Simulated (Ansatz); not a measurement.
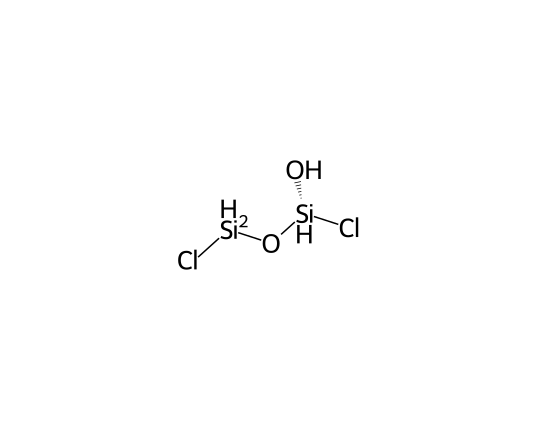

The drawing above gives the connectivity. The computed structure is the end point of a PBE0-D4/def2-TZVP optimisation. No frequency run is at hand to confirm it as a minimum.

What does the molecule look like in three dimensions?

The molecule is Cl2H4O2Si2. Its SMILES string is `O[Si@H](Cl)O[SiH2]Cl`. It has no ring. Among its groups: Si–H bond, Si–O bond. The point group is C1. Coordination: 2 O bent; 2 Si tetrahedral.

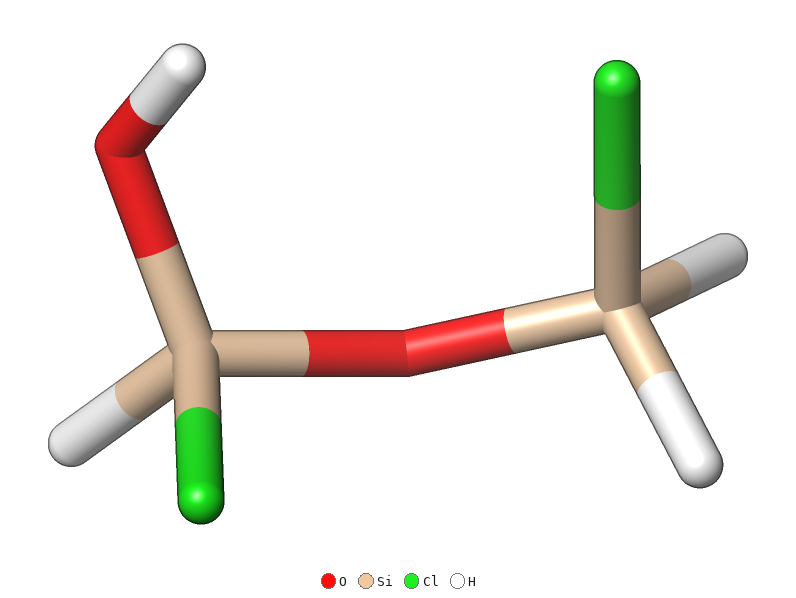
